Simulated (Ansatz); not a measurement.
**Cl$_{2}$F$_{2}$H$_{2}$NTa···H$_{2}$O: density, localisation and related maps**

```xyz
11

Ta   -0.4750    0.4481    0.0979
O     2.6408   -0.3153    0.1498
H     2.5859   -0.6547    1.0664
Cl    0.1595   -0.1461    2.3048
N     0.0618    0.2884   -1.7920
H    -0.0978   -0.5641   -2.3397
H     0.7862    0.8745   -2.2200
Cl   -2.4330    1.6432    0.1537
F    -1.1577   -1.2964   -0.1571
F     0.8162    1.8731    0.1359
H     2.5529    0.6616    0.3007
```

Core potentials replace the inner electrons of Ta; not at a stationary point (largest force 0.8 eV/Å).

Computed with Ansatz, RKS PBE-D4/def2-SVP.

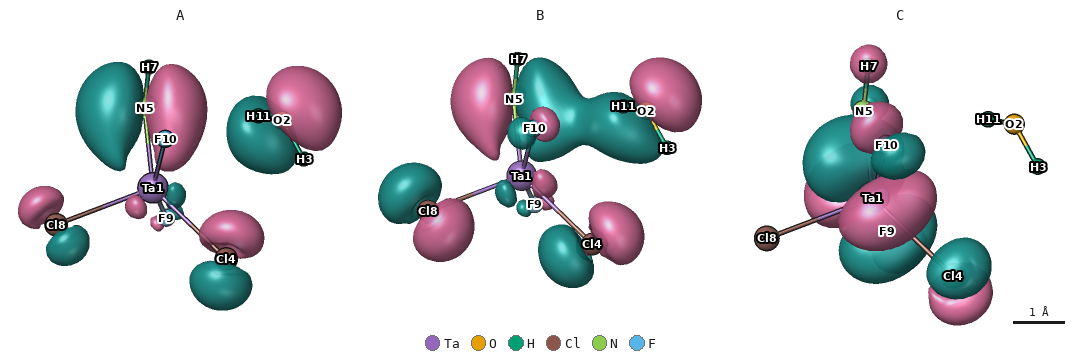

Figure 1. Three frontier orbitals at ±0.1 Å⁻³ᐟ² (teal and pink are the two phases), in no order.

Q: Which picture is the HOMO−1, the HOMO and the LUMO?

A: B is the HOMO−1 (−7.41 eV). It lies mainly on O2 (about 35 %), N5 (about 25 %), Cl8 (about 10 %), Cl4 (about 10 %) and Ta1 (about 10 %); largely a combination of lone pairs on O2, N5, Cl8 and Cl4. A is the HOMO (−6.93 eV). By Hirshfeld shares it lies mainly on O2 (about 40 %), N5 (about 35 %), Cl4 (about 10 %) and Ta1 (about 5 %); largely a combination of lone pairs on O2, N5 and Cl4. C is the LUMO (−3.40 eV). By Hirshfeld shares it lies mainly on Ta1 (about 70 %), F9 (about 10 %), F10 (about 10 %) and Cl4 (about 10 %).

Q: What is the HOMO–LUMO gap?

A: 3.53 eV between the orbital energies.

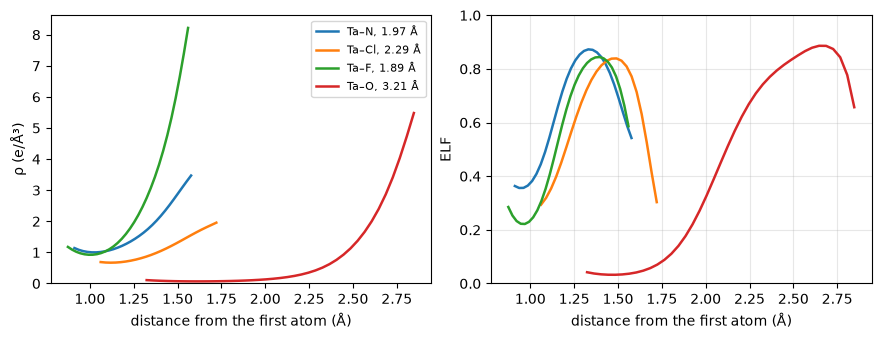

Figure 2. Electron density and electron localisation function along straight lines between neighbouring atoms. The curves leave out the atomic cores.

Q: Compare the contacts.

A: Ta–N (1.97 Å): ρ at the midpoint is about 1 e/Å³; the ELF peaks at about 0.85 in the valence shell of N, 0.6 Å from its nucleus, and is about 0.35 at the midpoint.
Ta–Cl (2.29 Å): the density is about 0.67 e/Å³ at the midpoint; the ELF peaks at about 0.85 in the valence shell of Cl, 0.8 Å from its nucleus, and is about 0.40 at the midpoint.
Ta–F (1.89 Å): the density is about 0.97 e/Å³ at the midpoint; the ELF peaks at about 0.85 in the valence shell of F, 0.5 Å from its nucleus, and drops to about 0.20 between the two atoms.
Ta1···O2 (3.21 Å): the density falls to about 0.07 e/Å³ on the way; the ELF dips to about 0.05 between them.

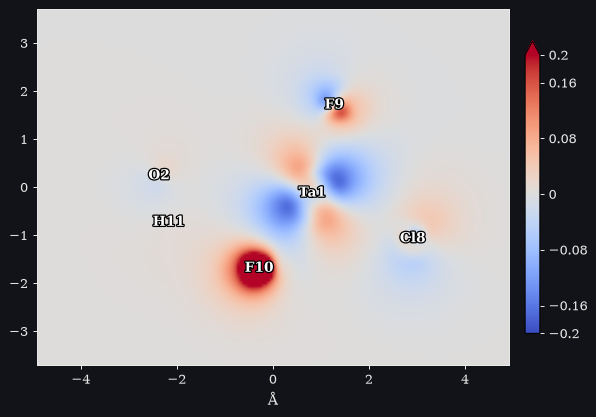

Figure 3. The LUMO on the plane of atoms Cl8, Ta1 and F9 (values in Å⁻³ᐟ²; the overall sign is arbitrary).

Q: Describe this orbital and give its energy.

A: By Hirshfeld shares it lies mainly on Ta1 (about 70 %), F9 (about 10 %), F10 (about 10 %) and Cl4 (about 10 %). Its energy is −3.40 eV.
